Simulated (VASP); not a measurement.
Band structure of Pd2SrP2 (space group I4/mmm). Calculation: LDA (Ceperley-Alder, Perdew-Zunger), VASP's LDA PAW potentials (set 64) (plane waves; VASP).

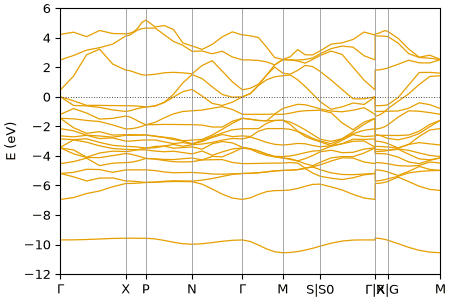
Fig. 1. Bands along high-symmetry lines, zero at the valence-band maximum or, without a gap, the Fermi level

### Question
Read the plot: is there a gap, and where are the band edges?

### Answer
It has no gap at this level: it comes out as a metal or semimetal.

The structure comes from a measured Pd2SrP2 entry of the Crystallography Open Database, whose conditions weren't checked. The cell was not relaxed at this level.
